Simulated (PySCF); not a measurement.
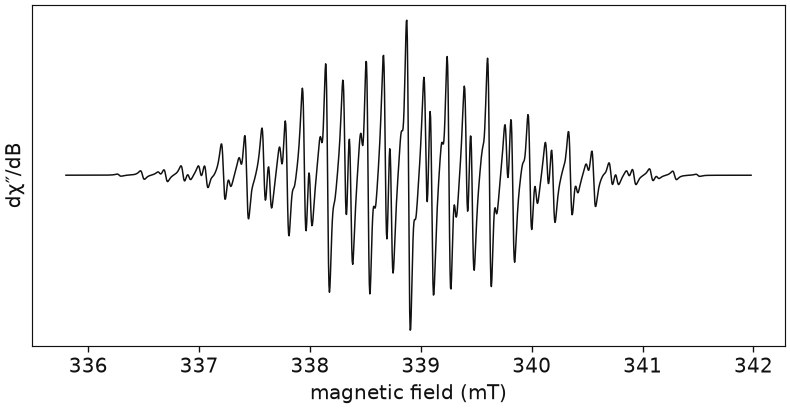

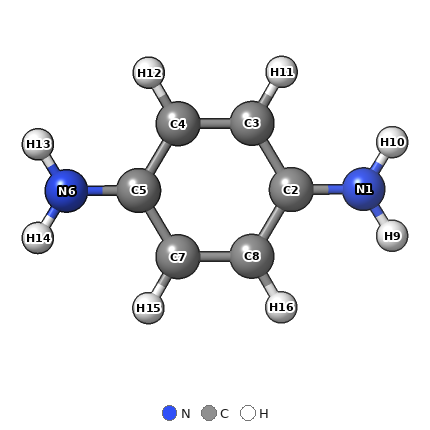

First-order isotropic EPR spectrum (fast tumbling, first derivative) of C₆H₈N₂⁺, doublet at 9.50 GHz, Lorentzian lines of 0.06 mT full width at half height, from computed g and hyperfine couplings (B3LYP/pcH-1 (IGLO-III on C and IGLO-III on N) in PySCF, at a PBE0-D3(BJ)/def2-SVP geometry (no frequency check), gas phase); values of one conformer, averaged over methyl-type rotors alone; no vibrational averaging; dilute isotopes left out.

> Which couplings does the calculation give? The spectrum shows the sizes of those above the line width, not their signs.

| nuclei | isotope | a (mT) | a (MHz) |
| --- | --- | --- | --- |
| H9, H10, H13, H14 | ¹H | −0.73 | −20.4 |
| N1, N6 | ¹⁴N | 0.36 | 10.2 |
| H11, H12, H15, H16 | ¹H | −0.21 | −5.8 |

> What is the g value, and how wide is the spectrum?

g_iso = 2.0029, which centres the spectrum at 338.9 mT; it spans 5.2 mT.
